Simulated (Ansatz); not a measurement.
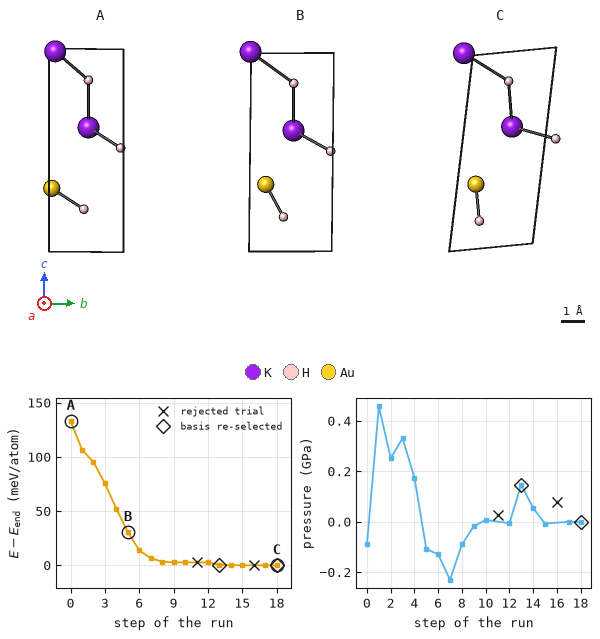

Frames of a relaxation of a crystal of K$_{2}$H$_{3}$Au (built on the Sc2Ga3Cu-25 type type), marked on the history of the run. Style: ball-and-stick. Shown: the cell of the calculation, along the a axis.

Case: shaken.

These are results of DFT, PBEsol, plane waves, PAW (Ansatz 0.2.0), not measurements.

Input
```yaml
crystal:
  lattice:
    - [3.5145628946, -0.025621692, -0.0072663744]
    - [-0.0236969884, 3.2925091225, -0.0138294023]
    - [-0.0182754531, -0.0376069784, 8.9626098593]
  atoms:
    - { symbol: K, position: [-0.0293284624, 0.0841858146, -0.0129961652] }
    - { symbol: K, position: [0.0173891176, 0.5315646375, 0.6132285685] }
    - { symbol: H, position: [0.5071199503, 0.5296587951, 0.8468088475] }
    - { symbol: H, position: [0.4871945279, 0.4678844579, 0.2101927067] }
    - { symbol: H, position: [0.539023305, -0.038509015, 0.5135941244] }
    - { symbol: Au, position: [0.5352127828, 0.0375453608, 0.312066123] }
kpoints:
  mp_grid: { grid: [6, 6, 2] }
hamiltonian:
  xc: pbesol
scf:
  occupations: { method: fermi_dirac, width: 0.05 }
relax:
  f_tol: 0.01
  cell: {}
  max_steps: 120
```

Launched with:
```bash
ansatz run input.yaml --threads 2 --pin off --max-ram 2211MiB --backend cpu --events-out ev --progress --plain --runs-dir out
```

### What happens along the run?

Over 14 accepted moves (18 points after the start) the energy falls by 133 meV per atom. Largest force component: 0.9 eV/Å at the start, 0.00072 eV/Å at the end. Pressure: −0.09 GPa at the start and 0.00 GPa at the end. The line search rejected the trial steps at points 11, 16 of the run. The SCF was repeated twice at an unchanged geometry on a basis and grid sized afresh for the cell, which shifted the energy by 2.2 meV per atom at most. H4 moves most relative to the cell: 0.89 Å along [0 −2 −1]. By element the largest moves are H 0.89 Å, Au 0.76 Å, K 0.74 Å. The volume changes by +7.5 %, with a 3.515 → 3.539 Å (+0.7 %), b 3.293 → 3.699 Å (+12.3 %), c 8.963 → 8.723 Å (−2.7 %), α 90.5° → 77.6°, β 90.2° → 90.0°, γ 90.8° → 90.0°. Some distances before and after: H4–Au6 2.084 → 4.047 Å, K1–H4 3.400 → 2.777 Å, K1–H4 (another image) 3.317 → 2.777 Å, K1–Au6 3.300 → 3.732 Å. Among the angles between lasting bonds that change: H4–Au6–H5 130.8° → 180.0°, K1–H4–Au6 86.9° → 112.9°, H3–K1–H4 119.7° → 98.7°. Within 0.06 Å the space group is P1 at the start and Amm2 at the end; at a tighter tolerance small leftover displacements or strains of the cell lower it. From step 0 to 5: Au6 moves most (0.63 Å), volume +10.3 %, energy −103 meV per atom. From step 5 to 18: H5 moves most (0.64 Å), volume −2.5 %, energy −30.7 meV per atom.
